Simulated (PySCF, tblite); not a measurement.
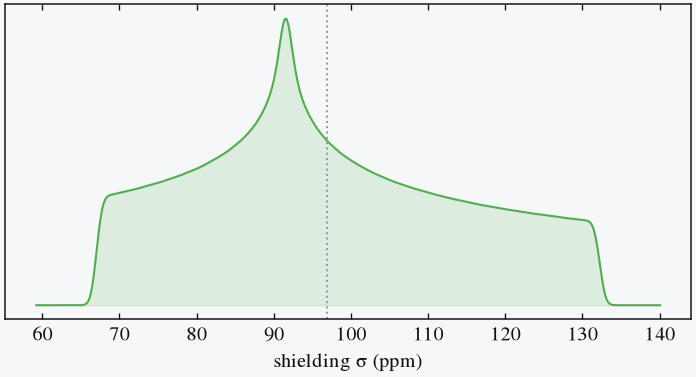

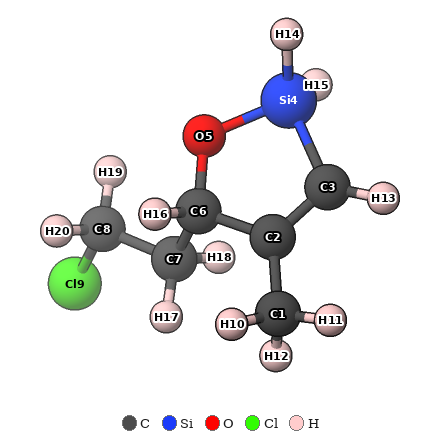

Static powder pattern (¹³C) from GIAO shielding tensors of C₆H₁₁ClOSi, SMILES CC1=C[SiH2]O[C@H]1CCCl, PBE0/pcSseg-1, PySCF 2.14.0, at a GFN2-xTB geometry (a minimum by its frequencies); absolute shielding, one fixed geometry of the isolated molecule without any motion, no dipolar terms. The dotted line is the isotropic value; skew is 3(σiso − σ22)/span.

Q: The pattern belongs to C6. Give the principal values, span and skew.

A: C6: σ11, σ22, σ33 = 67, 92, 132 ppm, isotropic 97, span 65 ppm, skew 0.25.

Known limits of this run: the tight-binding geometry is rougher than a DFT one and adds to the error; one conformer of a flexible molecule.
